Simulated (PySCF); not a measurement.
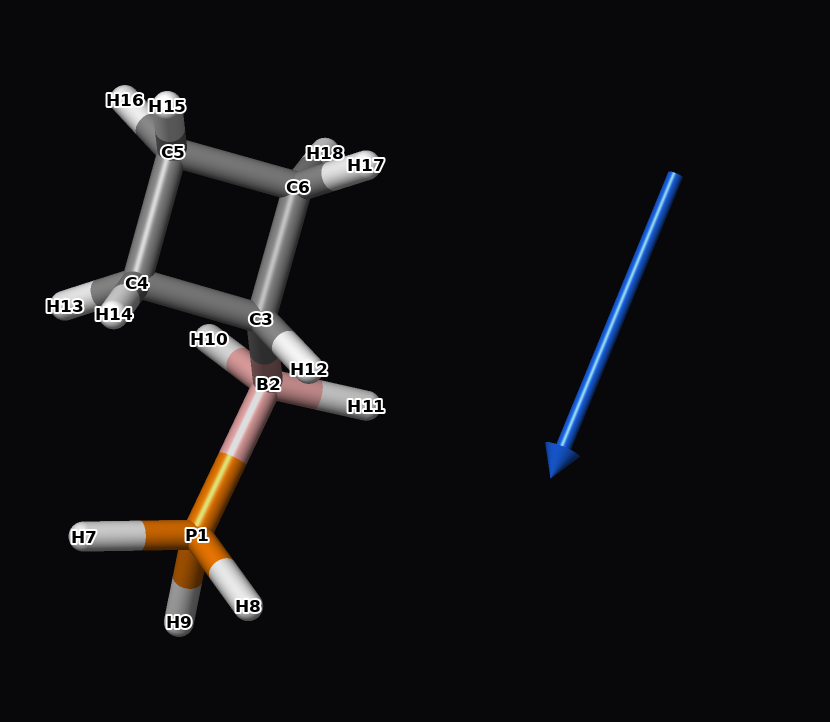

The arrow beside the molecule shows the direction of the dipole moment, from the negative to the positive end (its length means nothing). The geometry was computed by an optimisation with GFN2-xTB. No frequency run is at hand to confirm it as a minimum. Method: CAM-B3LYP/def2-SVPD, gas phase (PySCF 2.14.0).

### How large is the dipole moment?

3.83 D; it points from the side of H18 to the side of H8, H9 (the outermost atoms at the two ends).

The geometry is semi-empirical. Around B, P such bond lengths and angles can be off by a tenth of an ångström or more and by several degrees, and values that hang on the shape move with them.
